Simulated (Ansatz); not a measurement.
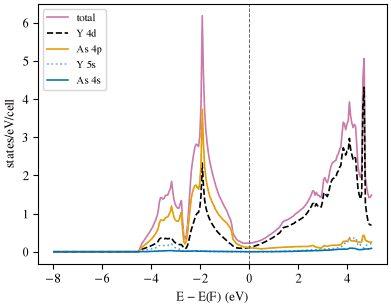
Fig. 1. Total and projected density of states of YAs (rock salt, Fm-3m), the program Ansatz at the LDA level (PAW)

Task: Which orbitals carry the states next to the Fermi level?

Result: Within 0.5 eV of the Fermi level: Y 4d 50 %, As 4p 47 %. Projections are on Löwdin-orthogonalised atomic valence shells; empty p or d shells of many metals are not among them.

Task: Where is the tallest occupied peak in this window, and what makes it?

Result: Near -1.9 eV, about 6.2 states/eV per cell; the largest projected share is As 4p.

The first step of the workflow began from a Materials Project structure, measured or hypothetical; the Crystallography Open Database files this formula in space group No. 225, but the cells were not matched. Its standing as an ambient phase is unchecked. Symmetry was held in the LDA relaxation; of distortions, only those at the zone centre were tested. No spin polarisation was allowed. Spin–orbit coupling is left out wherever it is not named.

Potentials: the later of the program's two PAW sets.
